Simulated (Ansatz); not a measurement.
## CH6OSn: geometry relaxation (part 1 of 2)

The run: geometry relaxation of CH6OSn. Method and program: RKS PBE-D4/def2-SVP (Ansatz 0.2.0).

It belongs to a series of runs on one base structure; here: start relaxed.

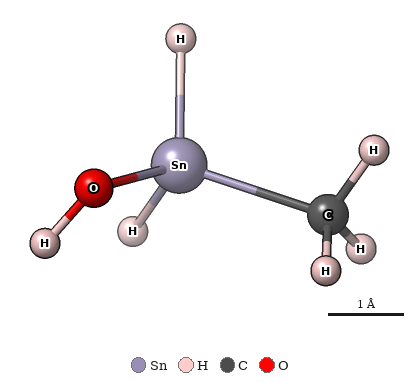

Fig. 1: The structure as given in the input (ball-and-stick view, seen at a tilt). Sticks mark near contacts.

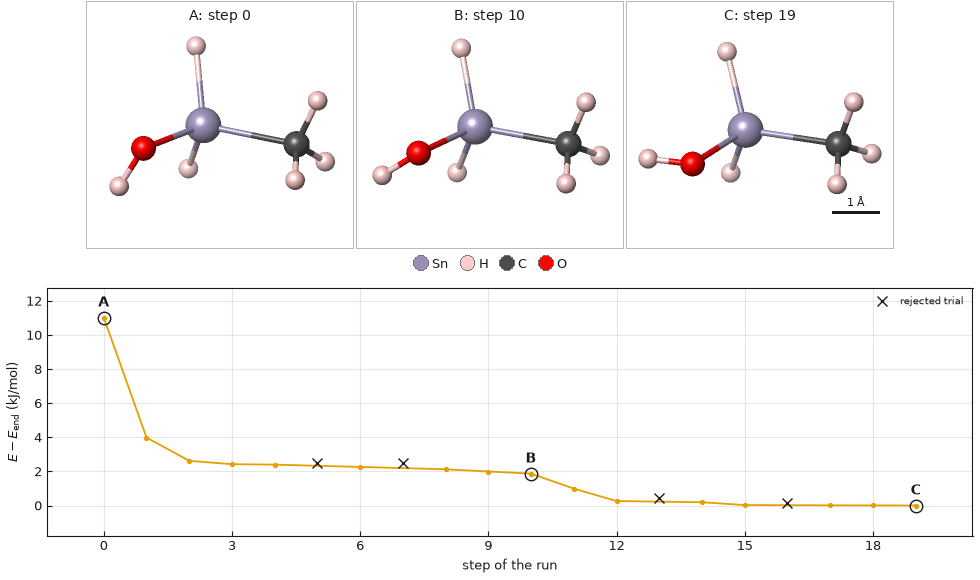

Fig. 2: Frames of the relaxation (ball-and-stick view, seen at a tilt) above the curves, on which the letters mark them (the first geometry is step 0 here and step 1 in the log).

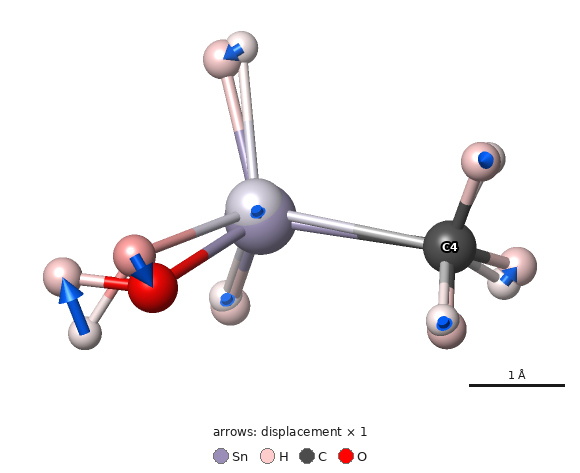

Fig. 3: Start (faint) and end (solid) with the displacements as blue arrows, at true length (ball-and-stick view, seen at a tilt). The two geometries are laid on each other by the best rigid fit. The largest move after the best rigid fit is that of H9, 0.64 Å. By element the largest moves are H 0.64 Å, O 0.39 Å, Sn 0.14 Å, C 0.04 Å. Among the contacts that change: Sn1–O8 1.959 → 2.021 Å, O8–H9 1.010 → 0.976 Å, Sn1–C4 2.148 → 2.156 Å. Among the angles that change: C4–Sn1–O8 109.5° → 101.7°, H2–Sn1–C4 109.5° → 113.1°. After 19 geometry steps the energy has fallen by 11.0 kJ/mol. The largest force component goes from 1.7 to 0.0011 eV/Å. The line search rejected the trial steps at points 5, 7, 13, 16 (counted from 0) and went back. (Atoms are counted from 1 in the order of the input.)

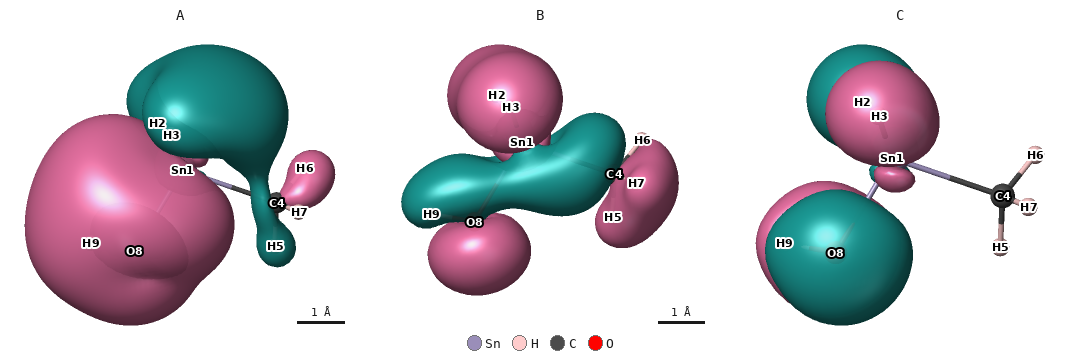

Fig. 4: Three frontier orbitals at ±0.06 Å⁻³ᐟ² (teal and pink are the two phases). B is the HOMO−1 (−7.01 eV). By Hirshfeld shares it lies mainly on O8 (45 %), Sn1 (20 %), C4 (15 %) and H3 (10 %). C is the HOMO (−6.03 eV). A is the LUMO (−0.83 eV). It lies mainly on Sn1 (50 %), O8 (20 %) and H9 (10 %). The HOMO–LUMO gap is 5.20 eV between the orbital energies.

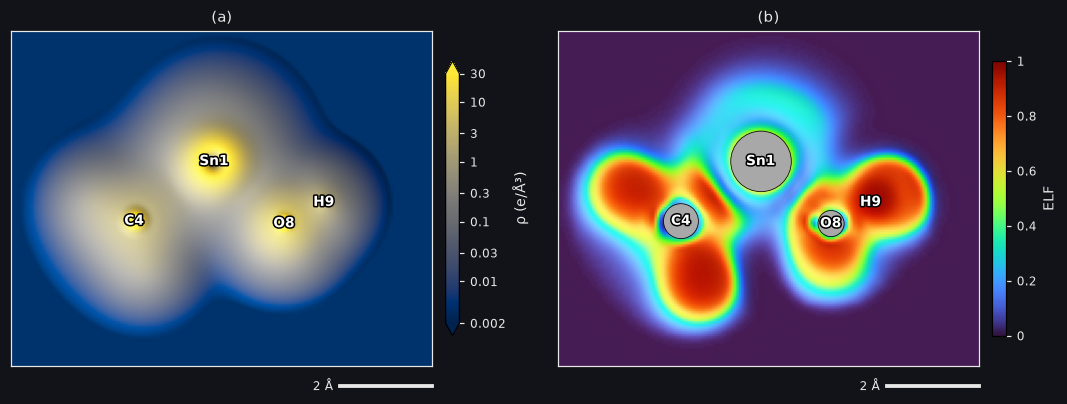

Fig. 5: (a) electron density; (b) electron localisation function on the plane of atoms C4, Sn1 and O8. Grey discs, where drawn, cover atomic cores. Atoms in the plane: Sn, C, O and H. Sn–O (2.02 Å): ρ is about 0.67 e/Å³ halfway; the ELF peaks at about 0.85 in the valence shell of O, 0.6 Å from its nucleus, and drops to about 0.15 between the two atoms. C–Sn (2.16 Å): ρ is about 0.67 e/Å³ halfway; the ELF peaks at about 0.90 in the valence shell of C, 0.8 Å from its nucleus, and drops to about 0.20 between the two atoms. O–H (0.98 Å): ρ at the midpoint is about 3.5 e/Å³, with its minimum of 2.3 e/Å³ about 0.8 Å from O; the ELF climbs to about 1 towards the hydrogen, as it does in any bond to H; a covalent bond by its length.

The input and output of the run follow.

**Input**
```yaml
crystal:
  periodic: [false, false, false]
  atoms:
    - { symbol: Sn, position_ang: [0.0, 0.0, 0.0] }
    - { symbol: H, position_ang: [0.0, 0.0, 1.74] }
    - { symbol: H, position_ang: [1.6408, 0.0, -0.5794] }
    - { symbol: C, position_ang: [-1.0126, 1.7544, -0.716] }
    - { symbol: H, position_ang: [-2.0653, 1.5008, -0.9603] }
    - { symbol: H, position_ang: [-0.9943, 2.5391, 0.069] }
    - { symbol: H, position_ang: [-0.5023, 2.131, -1.6269] }
    - { symbol: O, position_ang: [-0.9232, -1.5994, -0.6527] }
    - { symbol: H, position_ang: [-1.3778, -2.065, 0.1197] }
basis:
  gaussian: { orbitals: def2-SVP }
hamiltonian:
  xc: pbe
  dispersion: d4
relax:
  f_tol: 0.02
  max_steps: 40
output:
  orbitals: {}
```

Launch command:
```bash
ansatz run input.yaml --threads 1 --pin off --max-ram 2048MiB --backend cpu --events-out ev --progress --plain --runs-dir out
```

**Output**
```
The last accepted step is kept in [file] (removed where the run ends without a failure and the disk answers)
Engine: ansatz 0.2.0, x86_64-unknown-linux-gnu
Functional definition: PBE
  parameter kappa = 0.804
  parameter beta = 0.06672455060314922
  exchange = pbe_x(kappa = kappa, mu = beta*pi^2/3)
  correlation = pbe_c(beta = beta)
940 factors; their error is unknown
mean field evaluation 1: about -8993.9734 eV, gradient 7.6e1 eV
mean field evaluation 2: about -8914.8408 eV, gradient 1.8e2 eV
mean field evaluation 4: about -9005.5023 eV, gradient 1.9e1 eV
mean field evaluation 8: about -9006.3607 eV, gradient 6.0e-2 eV
mean field evaluation 16: about -9006.3417 eV, gradient 7.5e-5 eV
mean field -9006.34173131 eV, -330.9769539079 hartree, gradient 7.5e-5 eV, S^2 0.000000; 0 other end points of the search recorded, 0 dependent functions left out
the calculation of the forces begins
reference -9006.34177112 eV, -330.9769553711 hartree; 21, 21 occupied and 63, 63 virtual orbitals, 940 factors
relax step   1: F+E_penalty+E_count = -9006.48271195 eV  Δ(F+E_penalty+E_count) = +0.000e0 eV  max|allowed force component| = 1.749e0 eV/Å  Δτ_max = 0.0000 Å  (25 SCF iters, accepted)
these checks for a lower state are left out or cut short: starts, cluster_reference, orbital_swaps, neighbouring_geometries, increment
940 factors; their error is unknown
mean field -9006.41610002 eV, -330.9796869078 hartree, gradient 1.4e-5 eV, S^2 0.000000; 0 other end points of the search recorded, 0 dependent functions left out
[... from here on the field's lines of each further geometry are left out, up to the last ...]
relax step   2: F+E_penalty+E_count = -9006.55562721 eV  Δ(F+E_penalty+E_count) = -7.292e-2 eV  max|allowed force component| = 3.923e-1 eV/Å  Δτ_max = 0.1255 Å  (26 SCF iters, accepted)
relax step   3: F+E_penalty+E_count = -9006.56980457 eV  Δ(F+E_penalty+E_count) = -1.418e-2 eV  max|allowed force component| = 1.092e-1 eV/Å  Δτ_max = 0.0579 Å  (27 SCF iters, accepted)
relax step   4: F+E_penalty+E_count = -9006.57182162 eV  Δ(F+E_penalty+E_count) = -2.017e-3 eV  max|allowed force component| = 2.707e-2 eV/Å  Δτ_max = 0.0246 Å  (27 SCF iters, accepted)
relax step   5: F+E_penalty+E_count = -9006.57211368 eV  Δ(F+E_penalty+E_count) = -2.921e-4 eV  max|allowed force component| = 1.130e-2 eV/Å  Δτ_max = 0.0126 Å  (27 SCF iters, accepted)
relax step   6: F+E_penalty+E_count = -9006.57104671 eV  Δ(F+E_penalty+E_count) = +1.067e-3 eV  max|allowed force component| = 4.468e-1 eV/Å  Δτ_max = 0.1208 Å  (27 SCF iters, rejected (line search))
relax step   7: F+E_penalty+E_count = -9006.57350745 eV  Δ(F+E_penalty+E_count) = -1.394e-3 eV  max|allowed force component| = 4.488e-2 eV/Å  Δτ_max = 0.0589 Å  (26 SCF iters, accepted)
relax step   8: F+E_penalty+E_count = -9006.57125779 eV  Δ(F+E_penalty+E_count) = +2.250e-3 eV  max|allowed force component| = 5.290e-1 eV/Å  Δτ_max = 0.0950 Å  (28 SCF iters, rejected (line search))
relax step   9: F+E_penalty+E_count = -9006.57493508 eV  Δ(F+E_penalty+E_count) = -1.428e-3 eV  max|allowed force component| = 6.429e-2 eV/Å  Δτ_max = 0.0475 Å  (27 SCF iters, accepted)
relax step  10: F+E_penalty+E_count = -9006.57628638 eV  Δ(F+E_penalty+E_count) = -1.351e-3 eV  max|allowed force component| = 2.187e-1 eV/Å  Δτ_max = 0.0496 Å  (26 SCF iters, accepted)
relax step  11: F+E_penalty+E_count = -9006.57756467 eV  Δ(F+E_penalty+E_count) = -1.278e-3 eV  max|allowed force component| = 3.827e-1 eV/Å  Δτ_max = 0.0727 Å  (28 SCF iters, accepted)
relax step  12: F+E_penalty+E_count = -9006.58670745 eV  Δ(F+E_penalty+E_count) = -9.143e-3 eV  max|allowed force component| = 1.194e-1 eV/Å  Δτ_max = 0.1125 Å  (27 SCF iters, accepted)
relax step  13: F+E_penalty+E_count = -9006.59423474 eV  Δ(F+E_penalty+E_count) = -7.527e-3 eV  max|allowed force component| = 4.221e-2 eV/Å  Δτ_max = 0.1401 Å  (27 SCF iters, accepted)
relax step  14: F+E_penalty+E_count = -9006.59252700 eV  Δ(F+E_penalty+E_count) = +1.708e-3 eV  max|allowed force component| = 2.644e-1 eV/Å  Δτ_max = 0.0301 Å  (27 SCF iters, rejected (line search))
relax step  15: F+E_penalty+E_count = -9006.59497966 eV  Δ(F+E_penalty+E_count) = -7.449e-4 eV  max|allowed force component| = 4.244e-2 eV/Å  Δτ_max = 0.0147 Å  (27 SCF iters, accepted)
relax step  16: F+E_penalty+E_count = -9006.59667938 eV  Δ(F+E_penalty+E_count) = -1.700e-3 eV  max|allowed force component| = 1.034e-2 eV/Å  Δτ_max = 0.0710 Å  (27 SCF iters, accepted)
relax step  17: F+E_penalty+E_count = -9006.59550309 eV  Δ(F+E_penalty+E_count) = +1.176e-3 eV  max|allowed force component| = 3.278e-1 eV/Å  Δτ_max = 0.0594 Å  (27 SCF iters, rejected (line search))
relax step  18: F+E_penalty+E_count = -9006.59683984 eV  Δ(F+E_penalty+E_count) = -1.605e-4 eV  max|allowed force component| = 7.246e-3 eV/Å  Δτ_max = 0.0189 Å  (27 SCF iters, accepted)
relax step  19: F+E_penalty+E_count = -9006.59688545 eV  Δ(F+E_penalty+E_count) = -4.561e-5 eV  max|allowed force component| = 6.120e-2 eV/Å  Δτ_max = 0.0282 Å  (27 SCF iters, accepted)
the calculation of the forces begins
reference -9006.45609443 eV, -330.9811566750 hartree; 21, 21 occupied and 63, 63 virtual orbitals, 940 factors
relax step  20: F+E_penalty+E_count = -9006.59695494 eV  Δ(F+E_penalty+E_count) = -6.949e-5 eV  max|allowed force component| = 1.067e-3 eV/Å  Δτ_max = 0.0036 Å  (22 SCF iters, accepted)
940 factors; their error is unknown
mean field evaluation 160: about -9006.4561 eV, gradient 2.7e-2 eV
mean field -9006.45605383 eV, -330.9811551831 hartree, gradient 1.1e-5 eV, S^2 0.000000; 1 other end points of the search recorded, 0 dependent functions left out
the calculation of the forces begins
reference -9006.45609443 eV, -330.9811566750 hartree; 21, 21 occupied and 63, 63 virtual orbitals, 940 factors
Total energy: -9006.59699554 eV, -330.9863346952 hartree
Atom 0 at    -0.047029     0.063126     0.122066 Å, force     0.000665     0.000600     0.000139 eV/Å
Atom 1 at    -0.041559     0.068156     1.861714 Å, force    -0.000256     0.000399     0.000006 eV/Å
Atom 2 at     1.563117    -0.196249    -0.483471 Å, force    -0.000072    -0.000158     0.000192 eV/Å
Atom 3 at    -1.011486     1.795392    -0.724682 Å, force    -0.000036     0.000174    -0.000052 eV/Å
Atom 4 at    -2.089007     1.565545    -0.829174 Å, force    -0.000080    -0.000264     0.000495 eV/Å
Atom 5 at    -0.882598     2.675335    -0.066574 Å, force     0.000208     0.000004    -0.000070 eV/Å
Atom 6 at    -0.585268     2.013274    -1.721764 Å, force    -0.000227    -0.000067    -0.000143 eV/Å
Atom 7 at    -1.245594    -1.429420    -0.525076 Å, force     0.000812    -0.001067     0.000112 eV/Å
Atom 8 at    -0.895277    -2.294259    -0.239638 Å, force    -0.001012     0.000380    -0.000678 eV/Å
Dipole moment:     0.207981     0.117504     0.111210 e Å
```

**Trajectory as extended XYZ (Å, eV, eV/Å), 20 frames, from step=1 to step=20**
```
9
Properties=species:S:1:pos:R:3:forces:R:3 step=1 energy=-9006.48271
Sn    0.0000    0.0000    0.0000    0.8845   1.1640   0.6172
H     0.0000    0.0000    1.7400   -0.0224  -0.0934   0.0417
H     1.6408    0.0000   -0.5794   -0.0899  -0.1553  -0.0296
C    -1.0126    1.7544   -0.7160   -0.1796   0.1921  -0.1730
H    -2.0653    1.5008   -0.9603    0.0945   0.0573   0.0087
H    -0.9943    2.5391    0.0690   -0.0056  -0.0624  -0.0838
H    -0.5023    2.1310   -1.6269   -0.1007  -0.0066   0.0816
O    -0.9232   -1.5994   -0.6527   -1.2572  -1.7495   0.7206
H    -1.3778   -2.0650    0.1197    0.6764   0.6539  -1.1832
9
Properties=species:S:1:pos:R:3:forces:R:3 step=2 energy=-9006.55563
Sn    0.0264    0.0569    0.0528    0.0741  -0.0739  -0.0146
H    -0.0076   -0.0581    1.7977    0.0177   0.0994  -0.1071
H     1.6375   -0.1255   -0.5805   -0.0753   0.1257   0.0784
C    -1.0299    1.7885   -0.7313    0.0560   0.0727   0.0696
H    -2.0843    1.5267   -0.9483    0.0584  -0.0791   0.0463
H    -1.0041    2.5947    0.0287   -0.0202   0.0078  -0.0400
H    -0.5508    2.1526   -1.6616    0.0170  -0.0604   0.0484
O    -0.9019   -1.5862   -0.6511   -0.3511  -0.3923   0.2905
H    -1.3200   -2.0887    0.0872    0.2235   0.3002  -0.3713
9
Properties=species:S:1:pos:R:3:forces:R:3 step=3 energy=-9006.56980
Sn    0.0288    0.0437    0.0460    0.0050  -0.0113   0.0372
H     0.0007   -0.0284    1.7849    0.0017  -0.0035  -0.0070
H     1.6439   -0.0867   -0.5669   -0.0080   0.0111   0.0062
C    -1.0168    1.7848   -0.7140   -0.0370  -0.0147  -0.0440
H    -2.0633    1.4828   -0.9169    0.0227   0.0370  -0.0052
H    -1.0079    2.6165    0.0187    0.0272  -0.0797  -0.0020
H    -0.5461    2.1228   -1.6577   -0.0242  -0.0155   0.0222
O    -0.9274   -1.5915   -0.6680   -0.0676  -0.0325   0.0904
H    -1.3464   -2.0830    0.0672    0.0803   0.1092  -0.0979
```
